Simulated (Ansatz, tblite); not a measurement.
# The cluster TaSi2+: one state, many levels

Aim: run the singlet of the cluster TaSi2+ at one geometry on many levels, and compare frontier levels, spin and run time.

Method: as each input shows; program: Ansatz 0.2.0, Gaussian basis.

Plan: GFN1-xTB, GFN2-xTB, PBE-D4/def2-TZVP, r2SCAN-D4/def2-TZVP, PBE-QIDH/def2-TZVP, r2SCAN0-D4/def2-TZVP, r2SCANh-D4/def2-TZVP, LC-ωPBE/def2-TZVP, B3LYP-D4/def2-TZVP, PBE-D4/def2-SVP, PBE0-D4/def2-SVP, CCSD(T)/def2-TZVPP, MP2/def2-TZVP.

2 further runs of the same task are left out: 1 that didn't finish, 1 set aside as unsound or not needed. Runs told in other sessions of the task aren't counted.

## 1. The geometry

The singlet was relaxed beforehand with B3LYP-D4/def2-TZVP. At that level it is the lowest of the isomers that a small search found.

3 atoms, charge 1, spin multiplicity 1.

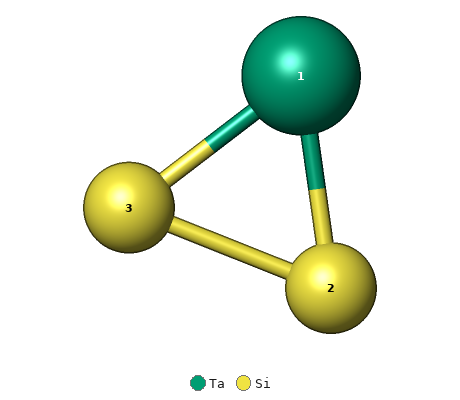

The structure; tantalum teal, silicon yellow; atoms are numbered from 1 in the order of the file.

Ta takes a core potential in the def2 sets. No spin-orbit coupling is included. The ion is computed in the gas phase, without counter-ions or solvent.

PBE0-D4/def2-TZVP was run before; its log isn't repeated, and its numbers join the tables.

## 2. GFN1-xTB

Tight binding, by tblite at 300 K electronic temperature and without a spin-polarisation term:

```python
tblite.interface.Calculator('GFN1-xTB', numbers, positions, charge=1, uhf=0).singlepoint()
```

Energy -135.8397 eV, HOMO -14.45 eV, LUMO -14.23 eV; 0.003 s.

## 3. GFN2-xTB

Tight binding, by tblite at 300 K electronic temperature and without a spin-polarisation term:

```python
tblite.interface.Calculator('GFN2-xTB', numbers, positions, charge=1, uhf=0).singlepoint()
```

Energy -132.1386 eV, HOMO -13.43 eV, LUMO -13.35 eV; 0.006 s.

## 4. PBE-D4/def2-TZVP

start.molden holds the orbitals of an earlier run on this state, given as this run's starting guess.

Input file in.yaml:

```yaml
crystal:
  periodic: [false, false, false]
  atoms:
    - {symbol: Ta, position_ang: [-0.217418, 1.344144, 0.195278]}
    - {symbol: Si, position_ang: [0.887017, -0.403887, -0.978046]}
    - {symbol: Si, position_ang: [-0.669589, -0.940257, 0.782768]}
basis:
  gaussian: {orbitals: def2-TZVP, initial_orbitals: start.molden}
total_charge: 1
hamiltonian: {xc: pbe, dispersion: d4}
scf: {omitted_lower_state_checks: [starts]}
output: {orbitals: {seedname: orbitals}}
```

The run is started by

```
$ ansatz run in.yaml --threads 4 --pin off --events-out ev --progress --plain --max-ram 3916MiB
```

The log of the run:

```text
Functional definition: PBE
  name "PBE"
  cite "Perdew, Burke & Ernzerhof, Phys. Rev. Lett. 77, 3865 (1996) doi:10.1103/PhysRevLett.77.3865"
  parent pbe
  parameter kappa = 0.804
  parameter beta = 0.06672455060314922
  exchange = pbe_x(kappa = kappa, mu = beta*pi^2/3)
  correlation = pbe_c(beta = beta)
these checks for a lower state are left out or cut short: starts
841 factors; their error is unknown
mean field evaluation 1: about -17288.3985 eV, gradient 9.0e0 eV
mean field evaluation 2: about -17288.4737 eV, gradient 1.5e-1 eV
mean field evaluation 4: about -17288.2599 eV, gradient 6.8e0 eV
mean field evaluation 8: about -17288.4637 eV, gradient 3.3e-2 eV
mean field evaluation 16: about -17288.4637 eV, gradient 6.5e-5 eV
mean field -17288.46367222 eV, -635.3393214125 hartree, gradient 2.3e-6 eV, S^2 0.000000; 0 other end points of the search recorded, 0 dependent functions left out
reference -17288.46370549 eV, -635.3393226352 hartree; 20, 20 occupied and 94, 94 virtual orbitals, 841 factors
Total energy: -17288.59492755 eV, -635.3441449570 hartree
Checks for a lower state left out: starts
```

Wall time 2.6 s (4 threads of Arm Neoverse V1, shared host).

From the report: HOMO -9.90 eV, LUMO -10.12 eV. Doubts: an empty level lies below a filled one.

## 5. r2SCAN-D4/def2-TZVP

Edit in.yaml of step 4 so:

```diff
@@ -9,3 +9,3 @@
 total_charge: 1
-hamiltonian: {xc: pbe, dispersion: d4}
+hamiltonian: {xc: r2scan, dispersion: d4}
 scf: {omitted_lower_state_checks: [starts]}
```

The command is unchanged.

The log of the run (excerpt; [...] marks lines left out):

```text
Functional definition: r2SCAN
  name "r2SCAN"
  cite "Furness, Kaplan, Ning, Perdew & Sun, J. Phys. Chem. Lett. 11, 8208 (2020) doi:10.1021/acs.jpclett.0c02405"
  cite "Furness, Kaplan, Ning, Perdew & Sun, J. Phys. Chem. Lett. 11, 9248 (2020) doi:10.1021/acs.jpclett.0c03077"
  parent r2scan
[...]
841 factors; their error is unknown
[...]
mean field -17294.27615102 eV, -635.5529260686 hartree, gradient 5.8e-6 eV, S^2 0.000000; 1 other end points of the search recorded, 0 dependent functions left out
reference -17294.27616170 eV, -635.5529264611 hartree; 20, 20 occupied and 94, 94 virtual orbitals, 841 factors
Total energy: -17294.29806915 eV, -635.5537315449 hartree
Checks for a lower state left out: starts
```

Run time: 12 s. Hardware: 4 threads of Arm Neoverse V1, shared host.

HOMO -10.00 eV, LUMO -9.95 eV.

## 6. PBE-QIDH/def2-TZVP

Edit in.yaml of step 5 so:

```diff
@@ -9,4 +9,3 @@
 total_charge: 1
-hamiltonian: {xc: r2scan, dispersion: d4}
+hamiltonian: {xc: {name: PBE-QIDH}}
 scf: {omitted_lower_state_checks: [starts]}
-output: {orbitals: {seedname: orbitals}}
```

Same command.

The log of the run (excerpt; [...] marks lines left out):

```text
Functional definition: PBE-QIDH
  name "PBE-QIDH"
  cite "Brémond, Sancho-García, Pérez-Jiménez & Adamo, J. Chem. Phys. 141, 031101 (2014) doi:10.1063/1.4890314"
  cite "Perdew, Burke & Ernzerhof, Phys. Rev. Lett. 77, 3865 (1996) doi:10.1103/PhysRevLett.77.3865"
[...]
815 factors; integrals over basis functions are off by at most 1.1e-3 eV
[...]
mean field -17274.54027120 eV, -634.8276458626 hartree, gradient 3.7e-6 eV, S^2 0.000000; 0 other end points of the search recorded, 0 dependent functions left out; unrestricted orbitals would lower it
10 core orbitals not correlated: weight in the atoms' cores, before any rotation towards them, 1.000 or more for the frozen orbitals, at most 0.000 for the correlated occupied ones
reference -17274.54028152 eV, -634.8276462419 hartree; 10, 10 occupied and 94, 94 virtual orbitals, 815 factors
second order -17.43093462 eV of doubles, -0.00000000 eV of singles
Total energy: -17280.35059306 eV, -635.0411712526 hartree
Checks for a lower state left out: starts
```

Run time: 2.9 s. Hardware: 4 threads of Arm Neoverse V1, shared host.

 Doubts: restricted state is unstable towards broken spin symmetry.

## 7. r2SCAN0-D4/def2-TZVP

Edit in.yaml of step 6 so:

```diff
@@ -9,3 +9,4 @@
 total_charge: 1
-hamiltonian: {xc: {name: PBE-QIDH}}
+hamiltonian: {xc: {name: r2SCAN0}, dispersion: d4}
 scf: {omitted_lower_state_checks: [starts]}
+output: {orbitals: {seedname: orbitals}}
```

Same command.

The log of the run (excerpt; [...] marks lines left out):

```text
Functional definition: r2SCAN0
  name "r2SCAN0"
  cite "Bursch, Neugebauer, Ehlert & Grimme, J. Chem. Phys. 156, 134105 (2022) doi:10.1063/5.0086040"
  cite "Furness, Kaplan, Ning, Perdew & Sun, J. Phys. Chem. Lett. 11, 8208 (2020) doi:10.1021/acs.jpclett.0c02405"
  cite "Furness, Kaplan, Ning, Perdew & Sun, J. Phys. Chem. Lett. 11, 9248 (2020) doi:10.1021/acs.jpclett.0c03077"
  parent r2scan
[...]
944 factors; their error is unknown
[...]
mean field -17292.42618405 eV, -635.4849410363 hartree, gradient 7.6e-6 eV, S^2 0.000000; 0 other end points of the search recorded, 0 dependent functions left out
reference -17292.42619262 eV, -635.4849413512 hartree; 20, 20 occupied and 94, 94 virtual orbitals, 944 factors
Total energy: -17292.45639918 eV, -635.4860514219 hartree
Checks for a lower state left out: starts
```

It took 7.5 s on 4 threads of Arm Neoverse V1, shared host.

Report: HOMO -10.86 eV, LUMO -8.92 eV.

## 8. r2SCANh-D4/def2-TZVP

Edit in.yaml of step 7 so:

```diff
@@ -9,3 +9,3 @@
 total_charge: 1
-hamiltonian: {xc: {name: r2SCAN0}, dispersion: d4}
+hamiltonian: {xc: {name: r2SCANh}, dispersion: d4}
 scf: {omitted_lower_state_checks: [starts]}
```

Same command.

The log of the run (excerpt; [...] marks lines left out):

```text
Functional definition: r2SCANh
  name "r2SCANh"
  cite "Bursch, Neugebauer, Ehlert & Grimme, J. Chem. Phys. 156, 134105 (2022) doi:10.1063/5.0086040"
  cite "Furness, Kaplan, Ning, Perdew & Sun, J. Phys. Chem. Lett. 11, 8208 (2020) doi:10.1021/acs.jpclett.0c02405"
  cite "Furness, Kaplan, Ning, Perdew & Sun, J. Phys. Chem. Lett. 11, 9248 (2020) doi:10.1021/acs.jpclett.0c03077"
  parent r2scan
[...]
841 factors; their error is unknown
[...]
mean field -17293.52576827 eV, -635.5253500110 hartree, gradient 3.2e-6 eV, S^2 0.000000; 0 other end points of the search recorded, 0 dependent functions left out
reference -17293.52577809 eV, -635.5253503721 hartree; 20, 20 occupied and 94, 94 virtual orbitals, 841 factors
Total energy: -17293.55171858 eV, -635.5263036675 hartree
Checks for a lower state left out: starts
```

Run time: 6.5 s. Hardware: 4 threads of Arm Neoverse V1, shared host.

Report: HOMO -10.34 eV, LUMO -9.55 eV.

## 9. LC-ωPBE/def2-TZVP

Edit in.yaml of step 8 so:

```diff
@@ -9,3 +9,3 @@
 total_charge: 1
-hamiltonian: {xc: {name: r2SCANh}, dispersion: d4}
+hamiltonian: {xc: {name: LC-wPBE}}
 scf: {omitted_lower_state_checks: [starts]}
```

The command is unchanged.

The log of the run (excerpt; [...] marks lines left out):

```text
Functional definition: LC-wPBE
  name "LC-wPBE"
  cite "Vydrov & Scuseria, J. Chem. Phys. 125, 234109 (2006) doi:10.1063/1.2409292"
  cite "Heyd & Scuseria, J. Chem. Phys. 120, 7274 (2004) doi:10.1063/1.1668634"
  cite "Ernzerhof & Perdew, J. Chem. Phys. 109, 3313 (1998) doi:10.1063/1.476928"
  cite "Perdew, Burke & Ernzerhof, Phys. Rev. Lett. 77, 3865 (1996) doi:10.1103/PhysRevLett.77.3865"
  parent pbe
[...]
841 factors; their error is unknown
296 factors; integrals over basis functions are off by at most 3.1e-5 eV
[...]
mean field -17288.72855663 eV, -635.3490557351 hartree, gradient 2.1e-5 eV, S^2 0.000000; 0 other end points of the search recorded, 0 dependent functions left out
reference -17288.72855663 eV, -635.3490557352 hartree; 20, 20 occupied and 94, 94 virtual orbitals, 841 factors
Total energy: -17288.72855663 eV, -635.3490557352 hartree
Checks for a lower state left out: starts
```

Wall time 3.5 s (4 threads of Arm Neoverse V1, shared host).

Report: HOMO -13.01 eV, LUMO -6.41 eV.

## 10. B3LYP-D4/def2-TZVP

Edit in.yaml of step 9 so:

```diff
@@ -9,3 +9,3 @@
 total_charge: 1
-hamiltonian: {xc: {name: LC-wPBE}}
+hamiltonian: {xc: {name: B3LYP}, dispersion: d4}
 scf: {omitted_lower_state_checks: [starts]}
```

Launched as before.

The log of the run (excerpt; [...] marks lines left out):

```text
Functional definition: B3LYP
  name "B3LYP"
  cite "Stephens, Devlin, Chabalowski & Frisch, J. Phys. Chem. 98, 11623 (1994) doi:10.1021/j100096a001"
  cite "Becke, Phys. Rev. A 38, 3098 (1988) doi:10.1103/PhysRevA.38.3098"
  cite "Lee, Yang & Parr, Phys. Rev. B 37, 785 (1988) doi:10.1103/PhysRevB.37.785"
  cite "Vosko, Wilk & Nusair, Can. J. Phys. 58, 1200 (1980) doi:10.1139/p80-159"
[...]
896 factors; their error is unknown
[...]
mean field -17296.63003665 eV, -635.6394297701 hartree, gradient 2.1e-6 eV, S^2 0.000000; 0 other end points of the search recorded, 0 dependent functions left out
reference -17296.63023353 eV, -635.6394370052 hartree; 20, 20 occupied and 94, 94 virtual orbitals, 896 factors
Total energy: -17296.85127747 eV, -635.6475602200 hartree
Checks for a lower state left out: starts
```

Run time: 3.9 s. Hardware: 4 threads of Arm Neoverse V1, shared host.

Report: HOMO -10.63 eV, LUMO -9.26 eV.

## 11. PBE-D4/def2-SVP

Edit in.yaml of step 10 so:

```diff
@@ -7,5 +7,5 @@
 basis:
-  gaussian: {orbitals: def2-TZVP, initial_orbitals: start.molden}
+  gaussian: {orbitals: def2-SVP, initial_orbitals: start.molden}
 total_charge: 1
-hamiltonian: {xc: {name: B3LYP}, dispersion: d4}
+hamiltonian: {xc: pbe, dispersion: d4}
 scf: {omitted_lower_state_checks: [starts]}
```

Same command.

The log of the run:

```text
Functional definition: PBE
  name "PBE"
  cite "Perdew, Burke & Ernzerhof, Phys. Rev. Lett. 77, 3865 (1996) doi:10.1103/PhysRevLett.77.3865"
  parent pbe
  parameter kappa = 0.804
  parameter beta = 0.06672455060314922
  exchange = pbe_x(kappa = kappa, mu = beta*pi^2/3)
  correlation = pbe_c(beta = beta)
these checks for a lower state are left out or cut short: starts
696 factors; their error is unknown
mean field evaluation 1: about -17282.5966 eV, gradient 2.2e1 eV
mean field evaluation 2: about -17282.7760 eV, gradient 4.1e-1 eV
mean field evaluation 4: about -17282.7842 eV, gradient 1.1e0 eV
mean field evaluation 8: about -17282.7131 eV, gradient 3.8e-4 eV
mean field evaluation 16: about -17282.7131 eV, gradient 3.9e-3 eV
mean field -17282.71307176 eV, -635.1279907435 hartree, gradient 2.2e-6 eV, S^2 0.000000; 0 other end points of the search recorded, 0 dependent functions left out
reference -17282.71310565 eV, -635.1279919888 hartree; 20, 20 occupied and 48, 48 virtual orbitals, 696 factors
Total energy: -17282.84432771 eV, -635.1328143106 hartree
Checks for a lower state left out: starts
```

Run time: 1.7 s. Hardware: 4 threads of Arm Neoverse V1, shared host.

HOMO -10.01 eV, LUMO -10.22 eV. Doubts: an empty level lies below a filled one.

## 12. PBE0-D4/def2-SVP

Edit in.yaml of step 11 so:

```diff
@@ -9,3 +9,3 @@
 total_charge: 1
-hamiltonian: {xc: pbe, dispersion: d4}
+hamiltonian: {xc: pbe0, dispersion: d4}
 scf: {omitted_lower_state_checks: [starts]}
```

Same command.

The log of the run (excerpt; [...] marks lines left out):

```text
Functional definition: PBE0
  name "PBE0"
  cite "Adamo & Barone, J. Chem. Phys. 110, 6158 (1999) doi:10.1063/1.478522"
  cite "Perdew, Burke & Ernzerhof, Phys. Rev. Lett. 77, 3865 (1996) doi:10.1103/PhysRevLett.77.3865"
  parent pbe
[...]
649 factors; integrals over basis functions are off by at most 8.8e-4 eV
[...]
mean field -17282.43028285 eV, -635.1175984427 hartree, gradient 3.1e-6 eV, S^2 0.000000; 0 other end points of the search recorded, 0 dependent functions left out
reference -17282.43030872 eV, -635.1175993936 hartree; 20, 20 occupied and 48, 48 virtual orbitals, 649 factors
Total energy: -17282.54104550 eV, -635.1216688950 hartree
Checks for a lower state left out: starts
```

Run time: 1.4 s. Hardware: 4 threads of Arm Neoverse V1, shared host.

HOMO -10.90 eV, LUMO -9.20 eV.

## 13. CCSD(T)/def2-TZVPP

Edit in.yaml of step 12 so:

```diff
@@ -7,5 +7,5 @@
 basis:
-  gaussian: {orbitals: def2-SVP, initial_orbitals: start.molden}
+  gaussian: {orbitals: def2-TZVPP, initial_orbitals: start.molden}
 total_charge: 1
-hamiltonian: {xc: pbe0, dispersion: d4}
+correlation: {method: ccsd_t}
 scf: {omitted_lower_state_checks: [starts]}
```

Launched as before.

The log of the run (excerpt; [...] marks lines left out):

```text
Functional definition: HF
  name "HF"
  cite "Fock, Z. Phys. 61, 126 (1930) doi:10.1007/BF01340294"
  parent pbe
[...]
863 factors; integrals over basis functions are off by at most 1.1e-3 eV
[...]
mean field -17247.62306910 eV, -633.8384569308 hartree, gradient 8.2e-6 eV, S^2 0.000000; 2 other end points of the search recorded, 0 dependent functions left out; unrestricted orbitals would lower it
[...]
determinant -17247.62306910 eV, -633.8384569308 hartree, with singles and doubles -17263.40705681 eV, -634.4185077801 hartree
determinant -17246.73770871 eV, -633.8059205363 hartree, with singles and doubles -17262.72165220 eV, -634.3933196255 hartree
determinant -17245.10451910 eV, -633.7459019251 hartree, with singles and doubles -17260.62879399 eV, -634.3164085048 hartree
10 core orbitals not correlated: weight in the atoms' cores, before any rotation towards them, 1.000 or more for the frozen orbitals, at most 0.000 for the correlated occupied ones
reference -17247.62306910 eV, -633.8384569308 hartree; 10, 10 occupied and 120, 120 virtual orbitals, 863 factors
second order -16.28417817 eV of doubles, -0.00000000 eV of singles
cycle   1  -15.62587052 eV  change   -4.9e-1 eV  update   3.5e-2
[...]
cycle  23  -15.68732360 eV  change    3.6e-7 eV  update   2.5e-5
perturbative correction -1.28550740 eV, -0.0472415255 hartree
Total energy: -17264.59590010 eV, -634.4621969652 hartree
Checks for a lower state left out: starts
```

Run time: 9.5 s. Hardware: 4 threads of Arm Neoverse V1, shared host; peak memory 0.59 GiB.

From the report: Hartree-Fock HOMO -12.87 eV, LUMO -5.19 eV; T1 0.043. Doubts: restricted state is unstable towards broken spin symmetry.

## 14. MP2/def2-TZVP

Edit in.yaml of step 13 so:

```diff
@@ -7,5 +7,5 @@
 basis:
-  gaussian: {orbitals: def2-TZVPP, initial_orbitals: start.molden}
+  gaussian: {orbitals: def2-TZVP, initial_orbitals: start.molden}
 total_charge: 1
-correlation: {method: ccsd_t}
+correlation: {method: mp2}
 scf: {omitted_lower_state_checks: [starts]}
```

Launched as before.

The log of the run (excerpt; [...] marks lines left out):

```text
Functional definition: HF
  name "HF"
  cite "Fock, Z. Phys. 61, 126 (1930) doi:10.1007/BF01340294"
  parent pbe
[...]
815 factors; integrals over basis functions are off by at most 1.1e-3 eV
[...]
mean field -17247.58965363 eV, -633.8372289346 hartree, gradient 8.5e-6 eV, S^2 0.000000; 0 other end points of the search recorded, 0 dependent functions left out; unrestricted orbitals would lower it
[...]
10 core orbitals not correlated: weight in the atoms' cores, before any rotation towards them, 1.000 or more for the frozen orbitals, at most 0.000 for the correlated occupied ones
reference -17247.58965363 eV, -633.8372289346 hartree; 10, 10 occupied and 94, 94 virtual orbitals, 815 factors
second order -14.70816693 eV of doubles, -0.00000000 eV of singles
Total energy: -17262.29782056 eV, -634.3777440998 hartree
Checks for a lower state left out: starts
```

Run time: 1.1 s. Hardware: 4 threads of Arm Neoverse V1, shared host.

From the report: Hartree-Fock HOMO -12.85 eV, LUMO -5.21 eV. Doubts: restricted state is unstable towards broken spin symmetry.

## 15. Comparison

```csv
level,functions,HOMO (eV),LUMO (eV),gap (eV),time
PBE-D4/def2-SVP,68,-10.01,-10.22,-0.21,1.7 s
PBE-D4/def2-TZVP,114,-9.90,-10.12,-0.21,2.6 s
r2SCAN-D4/def2-TZVP,114,-10.00,-9.95,0.05,12 s
r2SCANh-D4/def2-TZVP,114,-10.34,-9.55,0.79,6.5 s
B3LYP-D4/def2-TZVP,114,-10.63,-9.26,1.37,3.9 s
PBE0-D4/def2-SVP,68,-10.90,-9.20,1.69,1.4 s
PBE0-D4/def2-TZVP,114,-10.78,-9.04,1.74,6.5 s
r2SCAN0-D4/def2-TZVP,114,-10.86,-8.92,1.94,7.5 s
LC-ωPBE/def2-TZVP,114,-13.01,-6.41,6.60,3.5 s
```

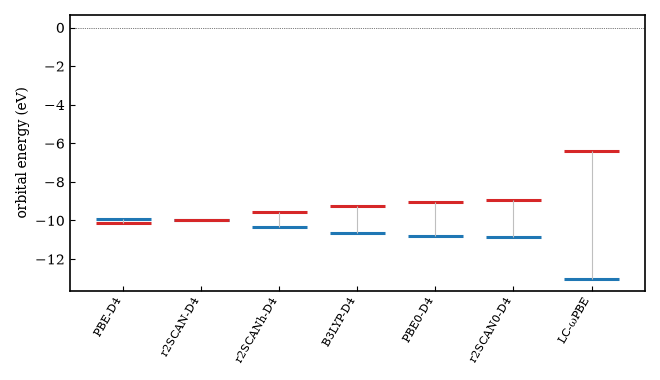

Highest filled (blue) and lowest empty (red) level in def2-TZVP.

The pieces so far (eV):

```csv
basis,HF,MP2 correlation,CCSD correlation,(T),total
def2-TZVPP,-17247.6231,-16.2842,-15.6873,-1.2855,-17264.5959
def2-TZVP,-17247.5897,-14.7082,,,-17262.2978 (MP2)
```

## 16. What came out

```
                                                 quantity                                   value
gap in def2-TZVP, named functionals, smallest and largest  0.05 eV (r2SCAN-D4), 6.60 eV (LC-ωPBE)
                   correlation energy, CCSD(T)/def2-TZVPP                               -16.97 eV
                        correlation energy, MP2/def2-TZVP                               -14.71 eV
          PBE0 total energy, smallest basis above largest           5.77 eV (def2-SVP, def2-TZVP)
```

What this shows: Over the named functionals in def2-TZVP the gap runs from 0.05 eV (r2SCAN-D4) to 6.60 eV (LC-ωPBE); exact exchange widens it. PBE-D4 leaves an empty level below a filled one, so this occupation isn't an aufbau state there; left out of the range. Notes on CCSD(T)/def2-TZVPP and its Hartree-Fock reference, which MP2 shares: restricted state is unstable towards broken spin symmetry.

The slowest run with a step of its own, r2SCAN-D4/def2-TZVP, took 12 s; the quickest functional in def2-TZVP took 2.6 s (shared host).
